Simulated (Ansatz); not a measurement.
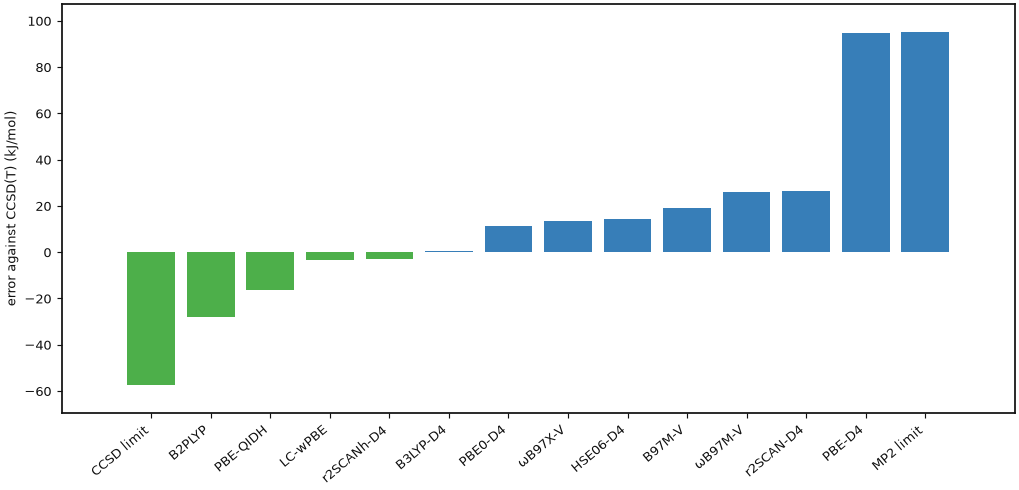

Error in the electronic atomisation energy (method less reference, so positive means overbinding) of CH₄BFOS, SMILES FBOCS: functionals in def2-TZVPP against frozen-core CCSD(T) at the limit (MP2 extrapolated from triple and quadruple zeta, plus CCSD(T) less MP2 in a smaller set), which gives 3507.4 kJ/mol, at a PBE0-D4/def2-TZVP geometry (a minimum by its frequencies), no zero-point or spin-orbit term, the Ansatz code 0.2.0. The reference leaves out core correlation, a term that grows with the number of heavy atoms. B2PLYP and PBE-QIDH hold a correlation term that converges slowly with the basis, so part of the distance to the limit is basis error. No dispersion term is added to B2PLYP, PBE-QIDH and LC-wPBE. Limit means the basis limit.

**Which of these levels overbind, and which underbind?**

Overbind: ωB97M-V, r2SCAN-D4, PBE-D4 and MP2 limit. Underbind: CCSD limit and B2PLYP. Within 25 kJ/mol of zero, too close to call in view of what the reference leaves out: PBE-QIDH, LC-wPBE, r2SCANh-D4, B3LYP-D4, PBE0-D4, ωB97X-V, HSE06-D4 and B97M-V.

**Give the values.**

| level | kJ/mol |
| --- | --- |
| CCSD limit | −57.4 |
| B2PLYP | −27.9 |
| PBE-QIDH | −16.3 |
| LC-wPBE | −3.4 |
| r2SCANh-D4 | −2.7 |
| B3LYP-D4 | 0.5 |
| PBE0-D4 | 11.3 |
| ωB97X-V | 13.6 |
| HSE06-D4 | 14.5 |
| B97M-V | 19.2 |
| ωB97M-V | 25.9 |
| r2SCAN-D4 | 26.6 |
| PBE-D4 | 94.8 |
| MP2 limit | 95.1 |

Limits of at least one run: one conformer of a flexible molecule.
